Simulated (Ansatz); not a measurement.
Geometry relaxation, with input and output: CH₅AlO (part 2 of 2)

CH₅AlO; RKS PBE0-D4/def2-SVP (Ansatz 0.2.0). It belongs to a series of runs on one base structure; here: end point B relaxed.

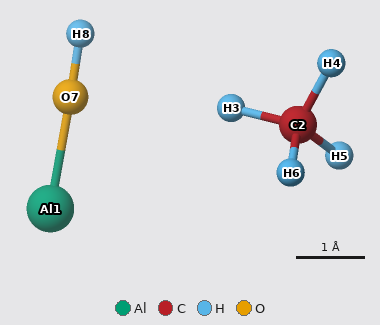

The geometry at step 13 of the log (ball-and-stick view, seen at a tilt; atoms are numbered from 1 in the order of the input).

### Trajectory as extended XYZ, continued
```
8
Properties=species:S:1:pos:R:3:forces:R:3 step=8 energy=-9752.23312 accepted=F
Al   -0.6683    0.8907   -1.4250   -0.1325  -0.1978   0.1503
C     1.5606   -0.1021    1.6423   -0.1492  -0.3026  -0.0194
H     0.5615   -0.3405    1.2090    0.4973   0.1181   0.2116
H     1.7786   -0.7868    2.4933   -0.0825   0.2855  -0.4228
H     1.5689    0.9372    2.0051   -0.0410  -0.0685  -0.0127
H     2.3384   -0.2104    0.8600   -0.2231  -0.0356   0.2459
O    -1.4430   -0.2914   -0.4835    0.1111   0.1937  -0.1517
H    -1.9187   -0.9435    0.0234    0.0200   0.0072  -0.0011
8
Properties=species:S:1:pos:R:3:forces:R:3 step=9 energy=-9752.24324
Al   -0.6410    0.8977   -1.4187   -0.0512  -0.0735   0.0548
C     1.5545   -0.1078    1.6503   -0.0171  -0.0543  -0.0085
H     0.5533   -0.3937    1.2945    0.0782   0.0355   0.0116
H     1.8511   -0.7518    2.4915   -0.0197   0.0339  -0.0522
H     1.5424    0.9403    1.9804   -0.0057  -0.0153  -0.0046
H     2.2791   -0.2217    0.8301   -0.0343   0.0024   0.0487
O    -1.4434   -0.2749   -0.5018    0.0006   0.0124  -0.0089
H    -1.9179   -0.9349   -0.0019    0.0492   0.0590  -0.0409
8
Properties=species:S:1:pos:R:3:forces:R:3 step=10 energy=-9752.24513
Al   -0.6839    0.8906   -1.4425   -0.0399  -0.0558   0.0412
C     1.5573   -0.1061    1.6436   -0.0301  -0.0950  -0.0343
H     0.5739   -0.3517    1.2089    0.1475   0.0353   0.0711
H     1.7777   -0.7812    2.4869   -0.0362   0.0769  -0.1215
H     1.5511    0.9328    2.0018   -0.0076  -0.0153  -0.0017
H     2.3352   -0.2174    0.8710   -0.0716  -0.0027   0.0880
O    -1.4402   -0.2787   -0.4840    0.0083   0.0269  -0.0244
H    -1.8930   -0.9351    0.0389    0.0296   0.0296  -0.0184
8
Properties=species:S:1:pos:R:3:forces:R:3 step=11 energy=-9752.24731
Al   -0.7467    0.8925   -1.4925   -0.0466  -0.0745   0.0619
C     1.5614   -0.1072    1.6458   -0.0196  -0.0658  -0.0146
H     0.5930   -0.3245    1.1696    0.0868   0.0278   0.0367
H     1.7311   -0.8025    2.4825   -0.0141   0.0564  -0.0710
H     1.5620    0.9249    2.0233   -0.0045  -0.0180  -0.0012
H     2.3676   -0.2231    0.9056   -0.0486   0.0001   0.0499
O    -1.4379   -0.2748   -0.4818    0.0019   0.0152  -0.0168
H    -1.8525   -0.9321    0.0721    0.0447   0.0589  -0.0447
8
Properties=species:S:1:pos:R:3:forces:R:3 step=12 energy=-9752.24894
Al   -0.8045    0.8886   -1.5356   -0.0455  -0.0791   0.0692
C     1.5602   -0.1073    1.6457   -0.0246  -0.0238   0.0052
H     0.6045   -0.2790    1.1291    0.0567   0.0075   0.0325
H     1.6771   -0.8274    2.4691   -0.0134   0.0359  -0.0500
H     1.5799    0.9143    2.0502   -0.0023  -0.0169  -0.0025
H     2.3883   -0.2309    0.9336   -0.0145  -0.0033   0.0169
O    -1.4271   -0.2741   -0.4756    0.0000   0.0136  -0.0167
H    -1.8002   -0.9309    0.1080    0.0436   0.0662  -0.0546
8
Properties=species:S:1:pos:R:3:forces:R:3 step=13 energy=-9752.25000
Al   -0.8808    0.8835   -1.5906   -0.0446  -0.0894   0.0843
C     1.5660   -0.1083    1.6511   -0.0298  -0.0345   0.0065
H     0.6269   -0.2443    1.0944    0.0618   0.0132   0.0347
H     1.6303   -0.8500    2.4616   -0.0037   0.0494  -0.0560
H     1.5965    0.9033    2.0798   -0.0065  -0.0242  -0.0053
H     2.4186   -0.2387    0.9695   -0.0231  -0.0043   0.0200
O    -1.4260   -0.2696   -0.4780    0.0074   0.0215  -0.0235
H    -1.7534   -0.9226    0.1367    0.0385   0.0683  -0.0607
8
Properties=species:S:1:pos:R:3:forces:R:3 step=14 energy=-9752.25087
Al   -0.9195    0.8783   -1.6152   -0.0294  -0.0628   0.0607
C     1.5635   -0.1092    1.6506   -0.0176  -0.0223   0.0002
H     0.6348   -0.2227    1.0735    0.0394   0.0064   0.0229
H     1.5992   -0.8617    2.4518   -0.0016   0.0296  -0.0322
H     1.6006    0.8957    2.0933   -0.0020  -0.0134  -0.0025
H     2.4277   -0.2452    0.9854   -0.0163  -0.0008   0.0139
O    -1.4145   -0.2667   -0.4731    0.0205   0.0549  -0.0576
H    -1.7136   -0.9151    0.1582    0.0070   0.0083  -0.0055
8
Properties=species:S:1:pos:R:3:forces:R:3 step=15 energy=-9752.25146
Al   -0.9746    0.8719   -1.6517   -0.0095  -0.0214   0.0209
C     1.5700   -0.1105    1.6577   -0.0050  -0.0060  -0.0004
H     0.6522   -0.2017    1.0613    0.0100   0.0011   0.0063
H     1.5783   -0.8731    2.4488   -0.0018   0.0096  -0.0114
H     1.6138    0.8876    2.1143   -0.0010  -0.0044  -0.0003
H     2.4448   -0.2516    1.0082   -0.0050  -0.0008   0.0044
O    -1.4178   -0.2626   -0.4816   -0.0029  -0.0070   0.0074
H    -1.6886   -0.9067    0.1675    0.0151   0.0289  -0.0269
8
Properties=species:S:1:pos:R:3:forces:R:3 step=16 energy=-9752.25173
Al   -1.0152    0.8652   -1.6772   -0.0068  -0.0169   0.0170
C     1.5669   -0.1121    1.6576   -0.0051  -0.0043   0.0008
H     0.6592   -0.1835    1.0434    0.0116   0.0024   0.0065
H     1.5500   -0.8841    2.4392   -0.0002   0.0071  -0.0082
H     1.6161    0.8796    2.1273   -0.0019  -0.0036  -0.0007
H     2.4516   -0.2577    1.0228   -0.0035  -0.0015   0.0023
O    -1.4047   -0.2579   -0.4777   -0.0088  -0.0193   0.0195
H    -1.6457   -0.8962    0.1890    0.0147   0.0362  -0.0372
8
Properties=species:S:1:pos:R:3:forces:R:3 step=17 energy=-9752.25181
Al   -1.0450    0.8579   -1.6929    0.0116   0.0390  -0.0436
C     1.5677   -0.1126    1.6588    0.0010   0.0002   0.0005
H     0.6686   -0.1681    1.0309    0.0033   0.0002   0.0032
H     1.5307   -0.8917    2.4325    0.0002   0.0032  -0.0042
H     1.6206    0.8740    2.1389   -0.0016  -0.0023  -0.0001
H     2.4599   -0.2618    1.0358   -0.0018  -0.0017   0.0019
O    -1.4009   -0.2554   -0.4780   -0.0198  -0.0565   0.0610
H    -1.6235   -0.8891    0.1986    0.0070   0.0178  -0.0188
8
Properties=species:S:1:pos:R:3:forces:R:3 step=18 energy=-9752.25188
Al   -1.0921    0.8505   -1.7231   -0.0078  -0.0258   0.0282
C     1.5715   -0.1135    1.6632   -0.0028  -0.0059  -0.0005
H     0.6841   -0.1476    1.0168    0.0097  -0.0012   0.0102
H     1.5077   -0.9023    2.4259    0.0018   0.0135  -0.0144
H     1.6294    0.8659    2.1573   -0.0030  -0.0049  -0.0010
H     2.4738   -0.2678    1.0558   -0.0075  -0.0023   0.0053
O    -1.4003   -0.2524   -0.4813    0.0029   0.0049  -0.0032
H    -1.5960   -0.8795    0.2099    0.0066   0.0216  -0.0245
```

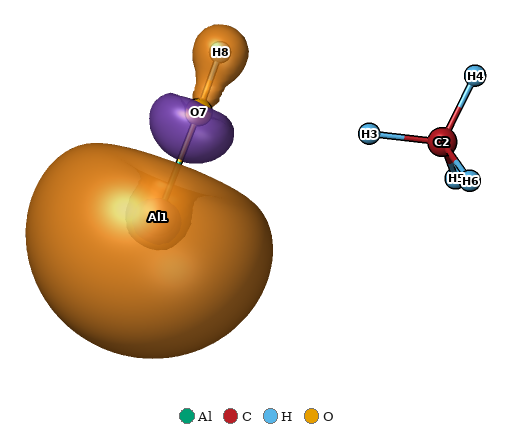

The HOMO at ±0.1 Å⁻³ᐟ² (orange and purple are the two phases), seen face on. By Hirshfeld shares it lies mainly on Al1 (95 %). Its energy is −6.55 eV.

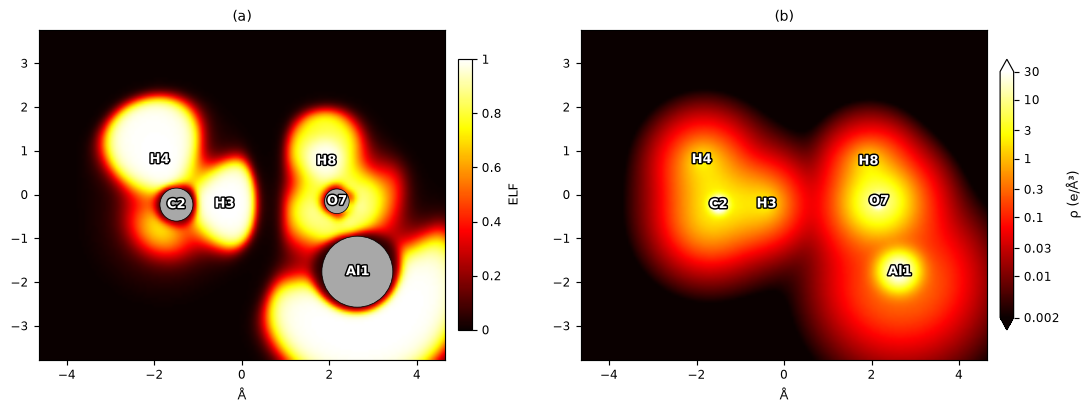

(a) ELF; (b) total electron density on the plane of atoms H3, C2 and H4. Grey discs, where drawn, cover atomic cores.

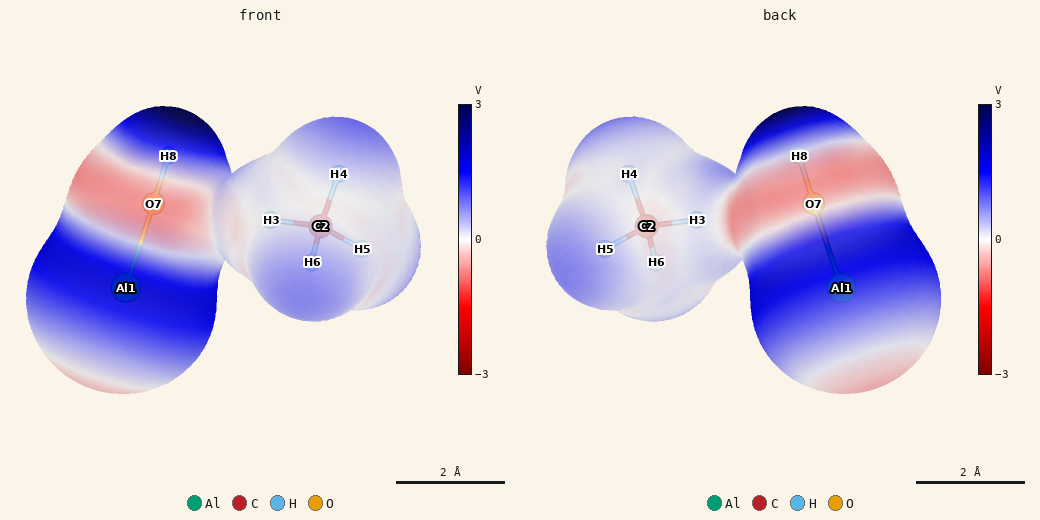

The molecular electrostatic potential painted on the density surface at 0.004 e/bohr³, seen at a tilt and from behind; red is negative and blue positive. A positive charge is drawn to the negative regions and a negative charge to the positive ones.

The run was set up as follows.

### The input
```yaml
crystal:
  periodic: [false, false, false]
  atoms:
    - { symbol: Al, position_ang: [-0.178058, 0.790276, -0.968997] }
    - { symbol: C, position_ang: [1.468414, -0.079543, 1.603454] }
    - { symbol: H, position_ang: [0.440072, -0.46256, 1.643802] }
    - { symbol: H, position_ang: [2.095156, -0.629374, 2.319845] }
    - { symbol: H, position_ang: [1.479888, 0.990551, 1.851582] }
    - { symbol: H, position_ang: [1.873422, -0.214864, 0.584599] }
    - { symbol: O, position_ang: [-1.376364, -0.299515, -0.490263] }
    - { symbol: H, position_ang: [-2.024429, -0.941671, -0.219521] }
basis:
  gaussian: { orbitals: def2-SVP }
hamiltonian:
  xc: pbe0
  dispersion: d4
relax:
  f_tol: 0.03
  max_steps: 50
output:
  orbitals: {}
```

Command:
```bash
ansatz run input.yaml --threads 1 --pin off --max-ram 2048MiB --backend cpu --events-out ev --progress --plain --runs-dir out
```

### Results in brief

| quantity | value |
| --- | --- |
| outcome | converged |
| total energy | −9752.2519 eV |
| mean-field energy | −9752.1739 eV |
| largest force (length of the vector) at the end | 0.039 eV/Å |
| hardware | 1 thread of Arm Neoverse V1, 24 GiB of memory available, shared host |
| wall time | 39 s |
| peak memory | 0.14 GiB |
